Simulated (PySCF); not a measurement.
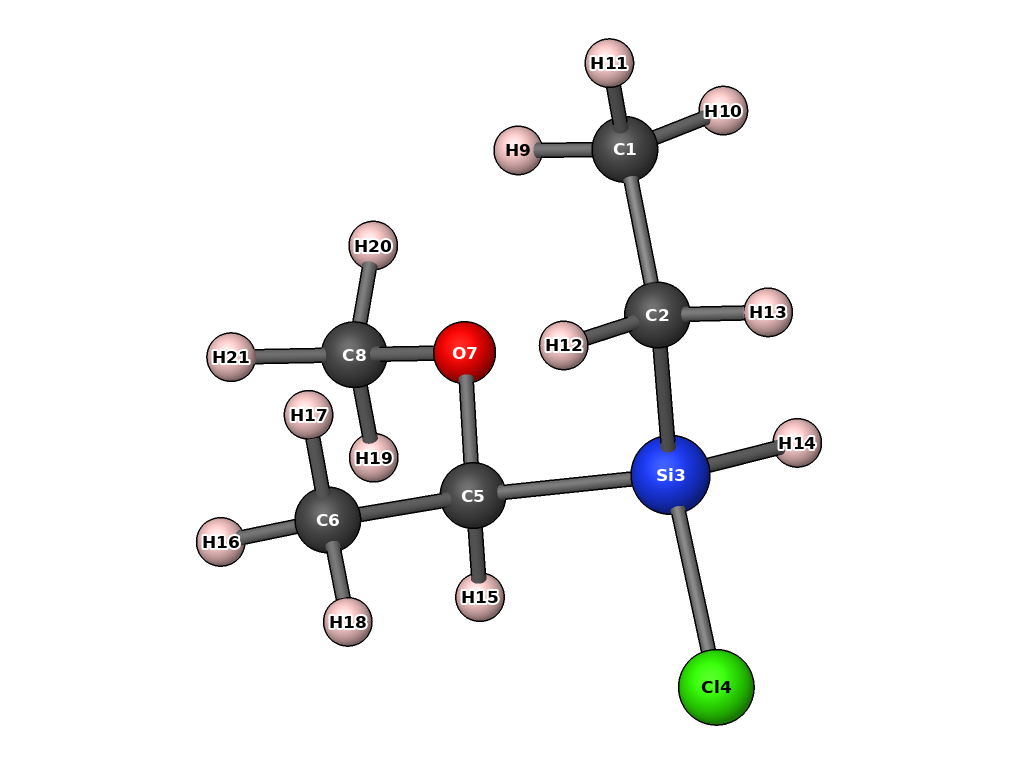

The questions are on isotropic NMR shieldings of the H atoms. The geometry was computed by an optimisation with GFN2-xTB. No frequency run is at hand to confirm it as a minimum. Properties computed with GIAO PBE0/pcSseg-1 NMR shielding, non-relativistic, gas phase (PySCF 2.14.0).

Q: Which H atom is the most shielded (lowest chemical shift)?

A: H10 (30.86 ppm).

Q: Which H atom is the least shielded (highest chemical shift)?

A: H14 (26.75 ppm).

Q: How wide is the range of H shifts?

A: 4.11 ppm.

List the isotropic NMR shieldings of the H atoms.

```csv
atom,σ (ppm)
H9,30.33
H10,30.86
H11,30.57
H12,30.56
H13,30.67
H14,26.75
H15,28.44
H16,29.71
H17,30.77
H18,30.54
H19,28.86
H20,27.86
H21,27.87
```

The geometry is semi-empirical. Around Si such bond lengths and angles can be off by a tenth of an ångström or more and by several degrees, and values that hang on the shape move with them.
